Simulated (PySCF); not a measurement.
# O$_{2}$S, SMILES `O=S=O`: electronic structure

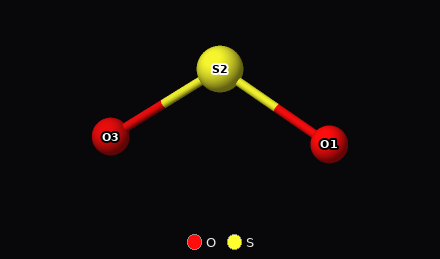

The molecule, with its atoms numbered as below. No frequency check shows the geometry to be a minimum.

Coordinates in Å:

```
O1       1.2186   -0.3781    0.0000
S2       0.0000    0.3781    0.0000
O3      -1.2186   -0.3781    0.0000
```

## 1. Removing or adding an electron

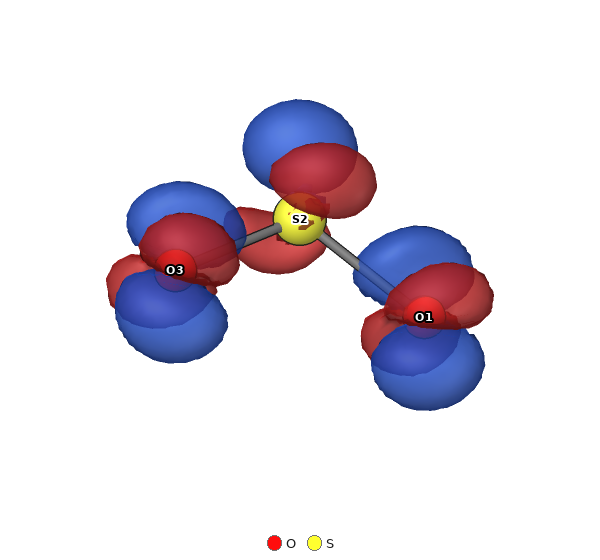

Dual descriptor f⁺ − f⁻ at ±0.08 e/Å³ (red positive, blue negative).

Level of theory: B3LYP/6-311+G** (PySCF), at a geometry from GFN2-xTB.

Question: Which atoms come out as electrophilic, and which as nucleophilic?

Answer: Electrophilic (positive): S2 (+0.11). Nucleophilic (negative): O1 and O3 (−0.06). f⁻ (Hirshfeld-condensed) is largest on S2 (0.42) and O1 and O3 (0.29 each); the vertical ionisation energy is 12.55 eV. f⁺ (Hirshfeld-condensed) is largest on S2 (0.53); the vertical electron affinity is 1.11 eV (the stability of the anion's solution wasn't checked; the anion's highest orbital has positive energy, so this value and f⁺ depend on the basis).

## 2. Localised orbitals

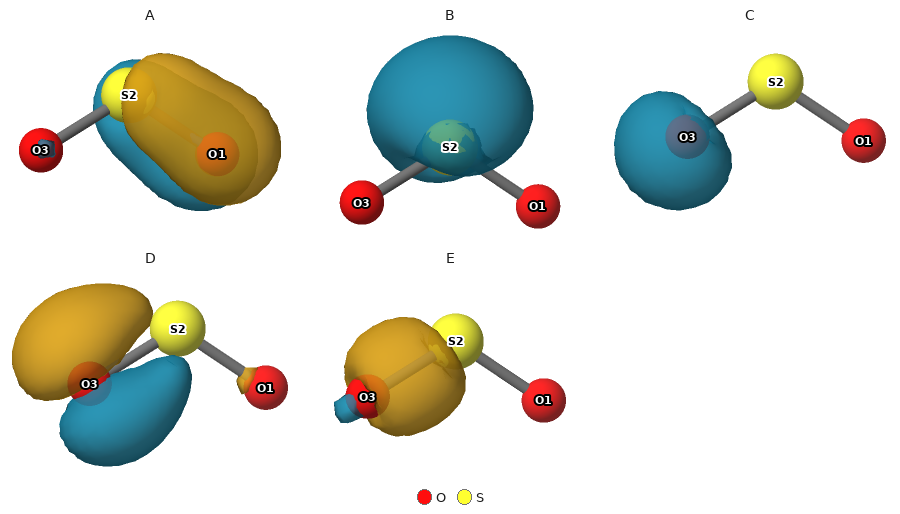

Pipek–Mezey orbitals, occupied; each surface holds about 80 % of the orbital's density. Energies are diagonal elements of the Fock matrix.

Method: PBE0/def2-TZVP; geometry: GFN2-xTB; program: PySCF.

Question: What does each orbital represent in a Lewis picture?

Answer: By panel:
- A: π bond O1–S2 (O1 73 %, S2 25 %; −12.3 eV)
- B: lone pair on S2 (sp0.4-type) (S2 100 %; −16.1 eV)
- C: lone pair on O3 (sp0.5-type) (O3 100 %; −18.9 eV)
- D: lone pair on O3 (p-type) (O3 90 %, S2 8 %; −11.3 eV)
- E: σ bond O3–S2 (O3 66 %, S2 33 %; −25.2 eV)

Question: Which has the smallest and which the largest spatial spread?

Answer: Smallest: E (0.67 Å); largest: A (1.00 Å).

## 3. The π system

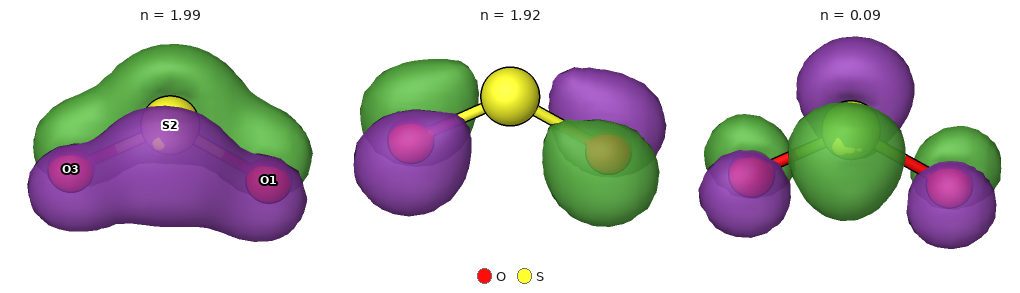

Natural orbitals of the π active space, CASSCF(4,3), singlet state, in order of falling occupation.

Level of theory: def2-SVP basis (PySCF), at a geometry from GFN2-xTB.

Question: How multiconfigurational is the state?

Answer: The leading determinant weighs 0.95; the effective number of unpaired electrons, Σ n²(2−n)², is 0.05; the most occupied of the weakly occupied orbitals holds 0.09 e, as in an ordinary closed-shell π system. The active space lowers the energy by 0.93 eV against Hartree–Fock.

Question: Where does the lowest triplet lie relative to the singlet, at this geometry and within this active space?

Answer: 5.02 eV above it by strongly contracted NEVPT2 (+3.55 eV by CASSCF); a small basis tends to put such gaps a few tenths of an eV too high. This is a vertical energy for π states alone; a state that uses lone pairs or σ orbitals may lie lower.

The PySCF runs shown took 34 s, 4 s and 3.7 s on 1 thread of Arm Neoverse V1 (shared host).
